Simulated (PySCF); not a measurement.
Consider C3H10P2Si.

Input

```
{"job": {"kind": "uv", "xc": "wB97X-D", "basis": "def2-SVPD", "nstates": 8, "ntriplets": 3}, "charge": 0, "multiplicity": 1}
P      2.270248     0.463893     1.423083
Si     0.418521     0.483806     0.115090
P      0.112206     2.529854    -0.813119
C     -1.094327    -0.428161     0.888141
C     -1.168878    -1.378288    -0.319187
C      0.085172    -0.967949    -1.109788
H      2.753338    -0.724120     0.905748
H      3.010304     1.222064     0.532761
H     -1.265993     2.490238    -0.698995
H      0.253669     3.189223     0.395889
H     -2.000809     0.153335     1.036104
H     -0.883011    -0.947971     1.819825
H     -1.149159    -2.425982    -0.024420
H     -2.072866    -1.207750    -0.900922
H      0.845756    -1.745115    -1.119156
H     -0.121768    -0.698135    -2.142467
```

Run with:

```sh
OMP_NUM_THREADS=1 python probes_run.py task.json out
```

Geometry: GFN2-xTB.

Level of theory: wB97X-D/def2-SVPD, SCF density, gas phase (PySCF 2.14.0).

Q: What can the converged electron density and electron localisation function tell about the bonding?

A: Si–P (2.27 Å): the density is about 0.72 e/Å³ at the midpoint, with its minimum of 0.62 e/Å³ about 0.8 Å from Si; the ELF peaks at about 0.95 between the atoms, as expected for a covalent bond.
C–H (1.09 Å): ρ at the midpoint is about 2 e/Å³; the ELF climbs to about 1 towards the hydrogen, as it does in any bond to H (an ordinary covalent bond to hydrogen).

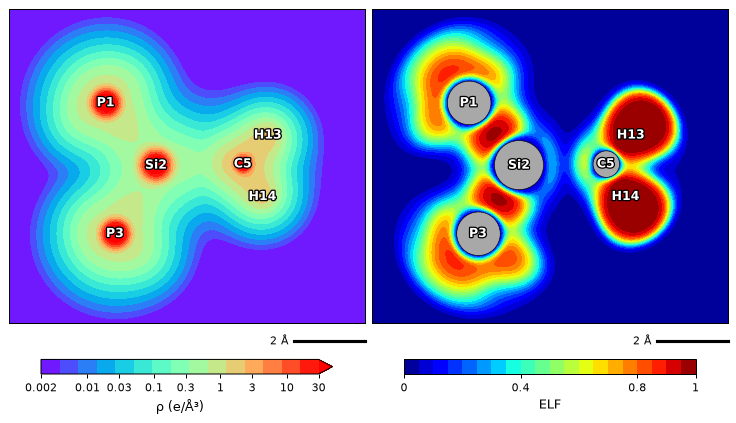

Computed electron density and electron localisation function on the plane of atoms P1, Si2 and P3, in this order. Grey discs cover the atomic cores in the ELF map. 
